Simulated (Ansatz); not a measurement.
# Amorphous Ge-Sb-Te (Ge$_{14}$Sb$_{28}$Te$_{56}$)

It comes from a melt-quench run on a machine-learned potential (CHGNet), relaxed afterwards by DFT. The hot cell started wider than the set density and was brought back towards it in steps. It is the lowest in DFT energy of 8 quenches. It is a model cell: composition and starting density were chosen by hand, and all elements were melted together. The geometry includes D3(BJ) dispersion.

These are PBE-D3(BJ), scalar-relativistic without spin-orbit coupling, PAW (Ansatz default set, large-core Te) (plane waves to 420 eV; Ansatz, an electronic-structure program) values and carry that method's errors. Geometry, pressure, stress and energy are those of the PBE run. Its sampling: a 2×2×2 Γ-centred mesh; Fermi-Dirac width 0.05 eV; no spin polarisation. The levels at the Fermi energy are partly filled. A closed spacing in one fast-quenched cell at PBE doesn't show the material to be a metal.

- Number of atoms in the cell: 98
- Density (volume relaxed, with D3(BJ)): 6.20 g/cm³
- Volume per atom: 31.62 Å^3
- Pressure on a 2×2×2 Γ-centred mesh: 0.20 GPa
- Largest force and stress component on that mesh (the relaxation ran on the zone centre alone): 0.36 eV/Å and 0.5 GPa
- Gap on a 2×2×2 Γ-centred mesh (PBE): within the smearing (under twice its width)

Bonds are counted up to Ge-Ge 2.85 Å, Ge-Sb 3.11 Å, Ge-Te 3.18 Å, Sb-Sb 3.34 Å, Sb-Te 3.40 Å, Te-Te 3.31 Å.

```json
{
 "Mean coordination of Ge": "3.79 (6 with 3, 5 with 4, 3 with 5)",
 "Mean coordination of Sb": "4.96 (3 with 3, 4 with 4, 12 with 5, 9 with 6)",
 "Mean coordination of Te": "3.46 (4 with 2, 27 with 3, 20 with 4, 5 with 5)",
 "Mean Sb-Te bond": "3.050 Å (spread 0.148 Å, 132 counted)",
 "Mean Ge-Te bond": "2.855 Å (spread 0.121 Å, 50 counted)"
}
```

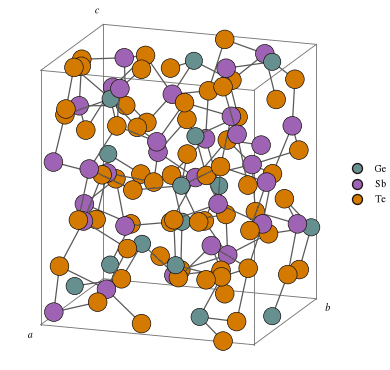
Figure: The relaxed cell

Its density started from a set value of 5.91 g/cm³. The simulated quench (nominally 40 K/ps over its main leg) is rapid and tends to freeze in more defects than a deposited or slowly cooled glass has. One small periodic cell is one sample of the glass; other quenches scatter about these values. Volume and shape were free in the relaxation. Stress components on the final sampling reach 0.5 GPa. On a 2×2×2 Γ-centred mesh force components of up to 0.36 eV/Å stay, since the relaxation ran on the zone centre alone.
